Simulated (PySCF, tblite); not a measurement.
# C₁₀H₇F₃: excited states

Wanted: excited states for C₁₀H₇F₃ (`Cc1cc(C(F)(F)F)cc2c1C=C2`).

Computed with tblite 0.8.0 and PySCF 2.14.0 and routines of our own; the level stands in each step. Atoms count from 0.

## 1. The system as given

20 atoms, charge 0, multiplicity 1; geometry from: force field or distance geometry start.

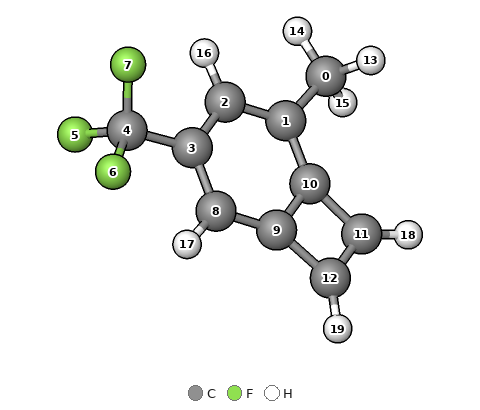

The starting geometry (carbon grey, fluorine green, hydrogen white).

## 2. Relaxing the molecule with GFN2-xTB

Job settings and geometry (Å):

```
{"job": {"kind": "relax", "xc": "GFN2-xTB", "basis": "xTB"}, "charge": 0, "multiplicity": 1}
C     -1.614600     2.055700    -0.068500
C     -0.685800     0.912200    -0.042000
C      0.684900     1.065500    -0.130400
C      1.447600    -0.071300    -0.096100
C      2.923600     0.036600    -0.185700
F      3.538300     0.392400     0.980600
F      3.469400    -1.178200    -0.590400
F      3.275700     1.014200    -1.130300
C      0.914700    -1.345700     0.054400
C     -0.462100    -1.496200     0.159000
C     -1.227500    -0.352500     0.106700
C     -2.400500    -1.221600     0.258800
C     -1.681700    -2.308300     0.311900
H     -2.174400     2.044400    -1.039600
H     -1.081900     3.038600     0.048400
H     -2.364100     1.993800     0.796200
H      1.148600     2.043100    -0.242400
H      1.582800    -2.193600     0.080400
H     -3.461300    -1.038100     0.317100
H     -1.836800    -3.380100     0.408600
```

Run with:

```sh
$ OMP_NUM_THREADS=1 python excited_run.py task.json out
```

One launch serves the whole session: the jobs run in the order shown.

Standard output:

```text
step      E/eV     max force
  0   -1063.27716    4.061
  1   -1063.55391    3.509
  2   -1063.77303    0.883
  3   -1063.81221    0.479
  4   -1063.84678    0.422
  5   -1063.87041    0.320
  6   -1063.88571    0.317
  7   -1063.89759    0.297
  8   -1063.90495    0.201
  9   -1063.90866    0.141
 10   -1063.91087    0.097
 11   -1063.91281    0.108
 12   -1063.91435    0.098
 13   -1063.91555    0.108
 14   -1063.91662    0.098
 15   -1063.91773    0.086
 16   -1063.91895    0.100
 17   -1063.92039    0.126
 18   -1063.92203    0.122
 19   -1063.92363    0.117
 20   -1063.92488    0.083
 21   -1063.92571    0.067
 22   -1063.92624    0.063
 23   -1063.92658    0.045
 24   -1063.92683    0.049
 25   -1063.92707    0.054
 26   -1063.92732    0.042
 27   -1063.92751    0.033
 28   -1063.92762    0.020
 29   -1063.92768    0.018
 30   -1063.92773    0.017
 31   -1063.92778    0.016
 32   -1063.92781    0.011
 33   -1063.92783    0.011
 34   -1063.92785    0.011
 35   -1063.92787    0.015
 36   -1063.92790    0.014
 37   -1063.92793    0.016
 38   -1063.92797    0.017
 39   -1063.92802    0.020
 40   -1063.92810    0.023
 41   -1063.92819    0.019
 42   -1063.92827    0.017
 43   -1063.92833    0.015
 44   -1063.92839    0.019
 45   -1063.92844    0.018
 46   -1063.92849    0.015
 47   -1063.92854    0.021
 48   -1063.92860    0.028
 49   -1063.92868    0.030
 50   -1063.92876    0.021
 51   -1063.92884    0.021
 52   -1063.92891    0.024
 53   -1063.92900    0.028
 54   -1063.92911    0.025
 55   -1063.92922    0.026
 56   -1063.92932    0.021
 57   -1063.92940    0.027
 58   -1063.92948    0.029
 59   -1063.92957    0.021
 60   -1063.92965    0.022
 61   -1063.92975    0.025
 62   -1063.92986    0.037
 63   -1063.93001    0.040
 64   -1063.93017    0.033
 65   -1063.93031    0.038
 66   -1063.93047    0.060
 67   -1063.93074    0.048
 68   -1063.93135    0.053
 69   -1063.93176    0.046
 70   -1063.93244    0.080
 71   -1063.93343    0.070
 72   -1063.93438    0.077
 73   -1063.93556    0.058
 74   -1063.93632    0.065
 75   -1063.93725    0.054
 76   -1063.93751    0.124
 77   -1063.93806    0.063
 78   -1063.93861    0.033
 79   -1063.93937    0.044
 80   -1063.94019    0.091
 81   -1063.94092    0.065
 82   -1063.94176    0.072
 83   -1063.94206    0.054
 84   -1063.94240    0.082
 85   -1063.94271    0.055
 86   -1063.94323    0.036
 87   -1063.94360    0.046
 88   -1063.94411    0.055
 89   -1063.94463    0.065
 90   -1063.94527    0.060
 91   -1063.94572    0.058
 92   -1063.94597    0.034
 93   -1063.94582    0.101
 94   -1063.94618    0.033
 95   -1063.94625    0.027
 96   -1063.94634    0.025
 97   -1063.94646    0.028
 98   -1063.94653    0.023
 99   -1063.94667    0.022
100   -1063.94677    0.020
101   -1063.94686    0.019
102   -1063.94694    0.020
103   -1063.94702    0.024
104   -1063.94703    0.041
105   -1063.94717    0.022
106   -1063.94725    0.018
107   -1063.94739    0.018
108   -1063.94746    0.016
109   -1063.94752    0.017
110   -1063.94756    0.015
111   -1063.94760    0.010
112   -1063.94763    0.010
```

Run time: 1.1 s. Hardware: 1 thread of Arm Neoverse V1, shared host.

Relaxation path: (not every step is listed)

```csv
step,energy from step 0 (eV),largest force (eV/Å)
0,0.0000,4.0615
1,-0.2767,3.5085
2,-0.4959,0.8831
3,-0.5350,0.4789
4,-0.5696,0.4219
5,-0.5932,0.3201
6,-0.6085,0.3173
7,-0.6204,0.2968
8,-0.6278,0.2011
17,-0.6432,0.1259
26,-0.6502,0.0425
35,-0.6507,0.0154
44,-0.6512,0.0186
53,-0.6518,0.0280
62,-0.6527,0.0367
71,-0.6563,0.0704
80,-0.6630,0.0914
89,-0.6675,0.0650
98,-0.6694,0.0234
107,-0.6702,0.0180
108,-0.6703,0.0158
109,-0.6704,0.0165
110,-0.6704,0.0154
111,-0.6704,0.0100
112,-0.6705,0.0095
```

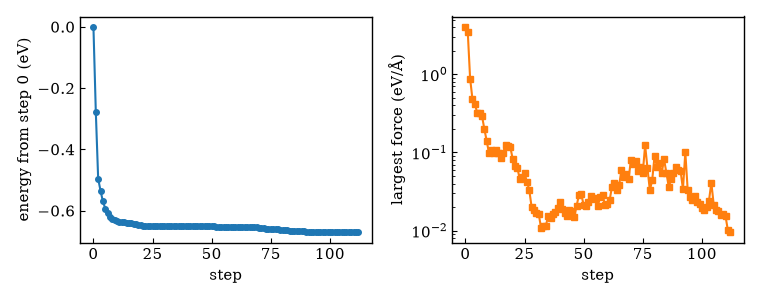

Energy and largest force along the relaxation.

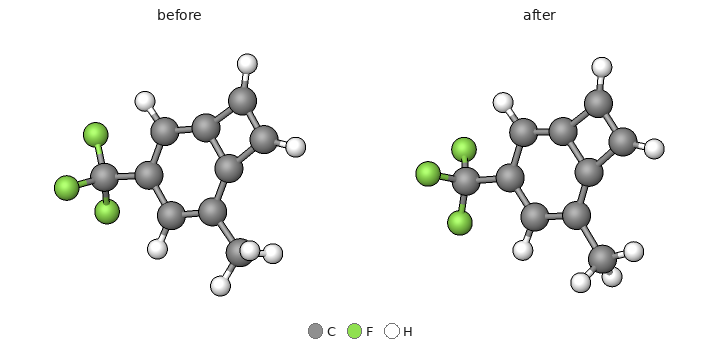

The geometry before (left) and after (right).

Close pairs (by a distance rule), those that changed most:

```csv
bond,before (Å),after (Å),change (Å)
C4–F7,1.404,1.341,-0.063
C0–H15,1.146,1.086,-0.060
C9–C10,1.377,1.426,+0.049
C4–F6,1.392,1.346,-0.046
C1–C2,1.382,1.428,+0.046
C8–C9,1.389,1.348,-0.040
C3–C8,1.390,1.430,+0.040
C11–C12,1.304,1.343,+0.039
```

The next job starts from the end point, and lists it.

## 3. Harmonic vibrations with GFN2-xTB

Job settings and geometry (Å):

```
{"job": {"kind": "ir", "xc": "GFN2-xTB", "basis": "xTB"}, "charge": 0, "multiplicity": 1}
C     -1.638161     2.137683    -0.155228
C     -0.792631     0.909334    -0.061052
C      0.624970     0.997452    -0.206971
C      1.437951    -0.101255    -0.132002
C      2.924034     0.045795    -0.270488
F      3.561346    -0.117225     0.908404
F      3.457093    -0.868493    -1.101514
F      3.305623     1.244563    -0.735895
C      0.938411    -1.419257     0.107036
C     -0.401306    -1.489049     0.243715
C     -1.250002    -0.346283     0.159147
C     -2.425933    -1.255850     0.400146
C     -1.626378    -2.331214     0.481485
H     -1.483181     2.628190    -1.115239
H     -1.366015     2.843417     0.628617
H     -2.690340     1.887332    -0.052689
H      1.059968     1.970060    -0.384605
H      1.614699    -2.257166     0.161433
H     -3.482225    -1.087426     0.474799
H     -1.773071    -3.379929     0.647863
```

Standard output:

```text
mode    cm-1     km/mol
  1      12.7      0.02
  2      81.3      0.69
  3      90.7      0.13
  4     144.5      1.16
  5     171.7      1.26
  6     233.6      3.10
  7     242.4      3.03
  8     258.3      0.17
  9     301.5      5.97
 10     336.1      1.04
 11     345.3      2.06
 12     453.8      6.16
 13     458.3      5.47
 14     510.2      0.62
 15     512.1      6.04
 16     543.3      4.92
 17     624.9      2.59
 18     636.6     24.56
 19     674.2      4.47
 20     702.4      0.05
 21     790.0      0.43
 22     795.1     16.93
 23     826.6      6.27
 24     847.4     27.49
 25     877.2      1.61
 26     886.3     13.18
 27     966.8     30.47
 28    1001.1      7.02
 29    1022.0    261.92
 30    1030.7     67.31
 31    1036.3      2.07
 32    1060.3     16.64
 33    1066.0    232.86
 34    1103.7     44.99
 35    1140.5     37.15
 36    1182.1     97.29
 37    1230.2      2.42
 38    1250.2    127.15
 39    1359.4     17.51
 40    1398.3     12.78
 41    1407.6      9.12
 42    1471.9      5.69
 43    1475.5      7.16
 44    1512.0     19.91
 45    1575.8      0.81
 46    1649.5      7.00
 47    1714.8     10.57
 48    3010.9     17.39
 49    3022.6     17.11
 50    3057.1     15.56
 51    3092.1      7.30
 52    3104.9      9.80
 53    3143.0     12.27
 54    3161.6     38.64
```

Wall time 1 s (1 thread of Arm Neoverse V1, shared host).

The strongest bands and the atoms that carry them (share of the mass-weighted mode):

```csv
cm⁻¹,km/mol,atoms
1022,261.9,"C4 67 %, F5 14 %"
1031,67.3,"H14 29 %, H13 27 %, C0 17 %, C1 12 %"
1066,232.9,"C4 72 %, F7 13 %"
1104,45.0,"H17 20 %, C10 16 %, C4 13 %, C2 11 %"
1140,37.1,"H17 27 %, C10 16 %, H19 13 %"
1182,97.3,"C4 21 %, H18 15 %, C11 13 %, H19 12 %"
1250,127.2,"C3 22 %, C4 21 %, C1 15 %, C9 12 %"
3162,38.6,"H19 56 %, H18 35 %"
```

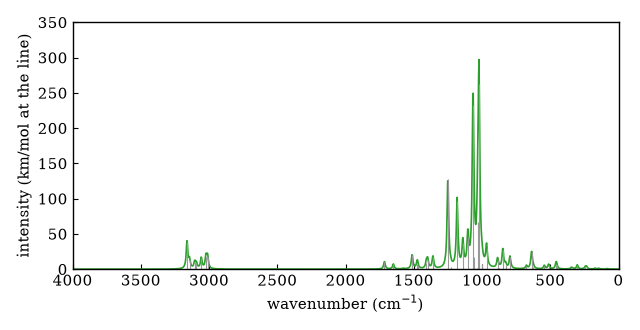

The infrared spectrum from these modes, unscaled. Lines are broadened to a width of 14 cm⁻¹ (Lorentzian).

## 4. Excited states: TDA B3LYP/def2-SVP

The job, as its differences from that of step 3:

```diff
@@ -1,2 +1,2 @@
-{"job": {"kind": "ir", "xc": "GFN2-xTB", "basis": "xTB"}, "charge": 0, "multiplicity": 1}
+{"job": {"kind": "states", "xc": "B3LYP", "basis": "def2-SVP", "tda": true, "soc": true, "nstates": 8, "ntriplets": 6, "nquad": 4}, "charge": 0, "multiplicity": 1}
 C     -1.638161     2.137683    -0.155228
```

Method: TDA B3LYP/def2-SVP excited states, vertical, gas phase, spin-orbit mean-field couplings.

Standard output:

```text
coarse grid: 18464 points
cycle   1  E = -683.9208119381  dE =  2.382e+00  |g| = 9.839e-01  |ddm| = 5.714e+00
cycle   2  E = -683.7190589705  dE =  2.018e-01  |g| = 1.498e+00  |ddm| = 2.202e+00
cycle   3  E = -684.0982319014  dE = -3.792e-01  |g| = 1.349e-01  |ddm| = 1.354e+00
cycle   4  E = -684.1011603944  dE = -2.928e-03  |g| = 8.544e-02  |ddm| = 2.512e-01
cycle   5  E = -684.1029915432  dE = -1.831e-03  |g| = 2.707e-02  |ddm| = 1.166e-01
cycle   6  E = -684.1031821635  dE = -1.906e-04  |g| = 6.076e-03  |ddm| = 3.784e-02
cycle   7  E = -684.1031899222  dE = -7.759e-06  |g| = 2.624e-03  |ddm| = 8.994e-03
final grid: 184496 points
cycle   8  E = -684.2178237547  dE = -5.608e-05  |g| = 8.156e-03  |ddm| = 7.225e-02
cycle   9  E = -684.2177972619  dE =  2.649e-05  |g| = 1.330e-02  |ddm| = 2.373e-02
cycle  10  E = -684.2178385258  dE = -4.126e-05  |g| = 1.939e-03  |ddm| = 1.503e-02
cycle  11  E = -684.2178394943  dE = -9.685e-07  |g| = 3.886e-04  |ddm| = 2.435e-03
cycle  12  E = -684.2178395216  dE = -2.726e-08  |g| = 1.948e-04  |ddm| = 5.917e-04
cycle  13  E = -684.2178395309  dE = -9.287e-09  |g| = 6.114e-05  |ddm| = 2.888e-04
cycle  14  E = -684.2178395318  dE = -9.238e-10  |g| = 1.322e-05  |ddm| = 7.747e-05
converged SCF energy = -684.2178395318

Singlet excitations
state   eV       nm        f     d(h-e)  d(exc)  Lambda  PR(NTO)  |dmu|/D   mu/D   main configurations
  1   3.1120   398.4   0.00087   0.338   3.017   0.828   1.035    0.892    3.033   H->L 0.97
  2   4.3534   284.8   0.00579   0.539   3.058   0.704   1.837    1.232    2.945   H-1->L 0.65, H->L+1 0.34
  3   5.6953   217.7   0.01382   0.151   3.724   0.837   1.916    0.298    3.953   H->L+2 0.60, H-2->L 0.36
  4   5.9134   209.7   0.00004   0.404   2.911   0.479   1.007    1.364    3.297   H-3->L 0.99
  5   6.1867   200.4   0.00051   0.559   3.131   0.558   1.027                     H-4->L 0.96
  6   6.3153   196.3   0.70291   0.656   3.232   0.721   2.118                     H->L+1 0.50, H-1->L 0.27, H-1->L+2 0.08
  7   6.5560   189.1   0.07007   0.576   3.109   0.813   2.339                     H-1->L+1 0.48, H-2->L 0.33, H->L+2 0.08
  8   6.8214   181.8   0.00177   2.868   4.407   0.229   1.006                     H->L+3 0.98

Triplet excitations (Tamm-Dancoff)
state   eV     d(h-e)  d(exc)  Lambda  PR(NTO)   main configurations
  1   1.8988   0.230   2.789   0.831   1.053   H->L 0.96
  2   3.6386   0.600   2.902   0.690   1.480   H-1->L 0.79, H->L+1 0.19
  3   4.1489   0.301   2.681   0.788   1.713   H->L+1 0.41, H->L+2 0.28, H-2->L 0.19
  4   4.3427   0.315   2.772   0.788   1.734   H->L+1 0.38, H->L+2 0.32, H-2->L 0.17
  5   5.0928   0.170   2.672   0.825   1.113   H-1->L+1 0.94
  6   5.6600   0.383   3.697   0.828   1.907   H-2->L 0.60, H->L+2 0.38
S1 - T1 = 1.2132 eV

Spin-orbit couplings |<S|Hso|T>| (cm-1)
             T1       T2       T3       T4       T5       T6
S0        0.271    0.741    0.843    0.528    0.926    0.648
S1        0.034    0.221    0.548    0.578    0.034    1.061
S2        0.831    0.046    0.430    0.457    0.619    0.125
S3        0.911    0.436    0.231    0.614    0.013    0.130
S4        3.377    1.170    1.618    1.423    0.174    2.708
S5        0.713    1.017    0.948    1.130    0.192    1.804
S6        0.174    0.140    0.459    0.235    0.219    0.608
S7        0.492    0.404    0.828    0.698    0.070    0.401
S8        1.330    0.297    1.575    0.571    0.216    1.089
T1 sublevels (cm-1): 0.000 0.000 0.000   radiative rates (1/s): 0.00147 0.0112 0.00115
```

Wall time 78 s (1 thread of Arm Neoverse V1, shared host); peak memory 0.98 GiB.

Key values:

```csv
quantity,value
S1 less T1,1.21 eV
```

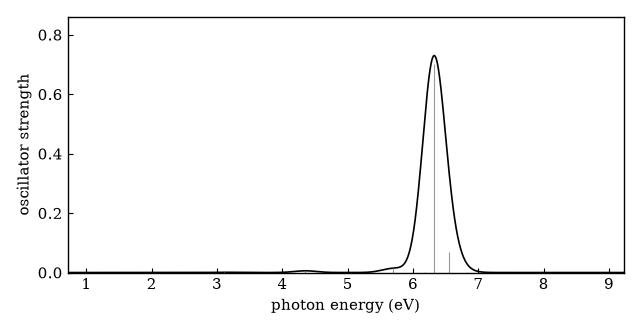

Absorption lines of the singlets. Lines are broadened to a width of 0.40 eV (Gaussian).

Orbitals, density, ELF and potential are computed afterwards from the orbital file.

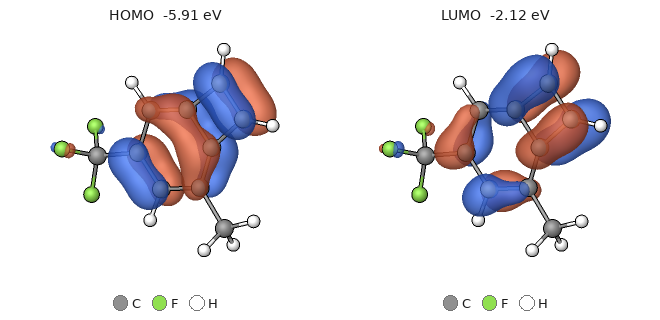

Frontier orbitals at B3LYP/def2-SVP; each surface holds 70 % of the orbital's density, blue and red mark the sign.

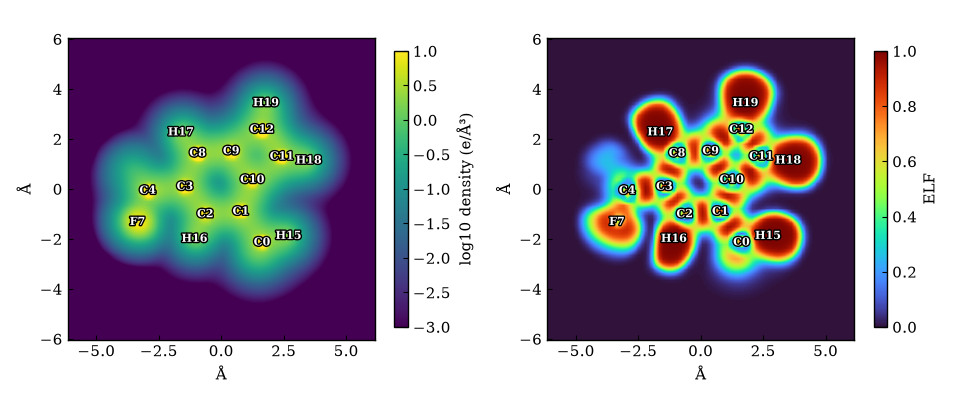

Density (left) and ELF (right) in a plane through or near 16 of the atoms.

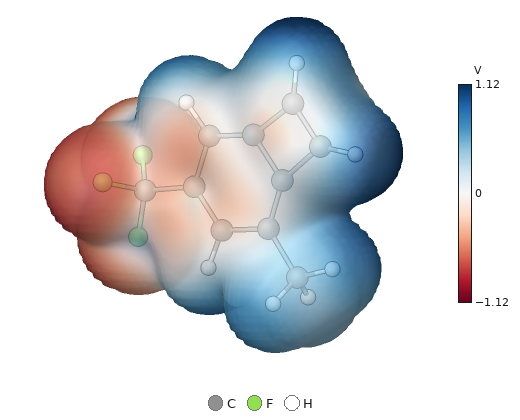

The potential that a unit positive charge feels on the 0.002 e/bohr³ surface, from -0.80 V near F5 to 1.12 V near H18.

## 5. Results

```
                                                                  quantity                  value
                                 strongest single infrared mode (GFN2-xTB)  1022 cm⁻¹, 262 km/mol
                                              zero-point energy (GFN2-xTB)          86.6 kcal/mol
                                   S1 less T1 (step 4, TDA B3LYP/def2-SVP)                1.21 eV
potential on the surface of density 0.002 e/bohr³, 1st and 99th percentile     -0.80 V and 1.12 V
```

What this shows: All 54 modes are real, so the xTB geometry is a minimum. The strongest single mode, at 1022 cm⁻¹, moves mainly C4. GFN2-xTB is a fitted tight-binding method: band positions and strengths are rough. Its intensities can rank the bands wrongly. In step 4, the number of triplets below S1 is 1, and the largest singlet-triplet spin-orbit coupling is S4–T1, 3.38 cm⁻¹. At B3LYP/def2-SVP, counted by nearest atom on the grid, the HOMO lies on 4 C atoms about 14 % each; C2, C9 about 11 % each, the LUMO on C11, C12 about 19 % each; C2, C9, C10 about 11 % each.
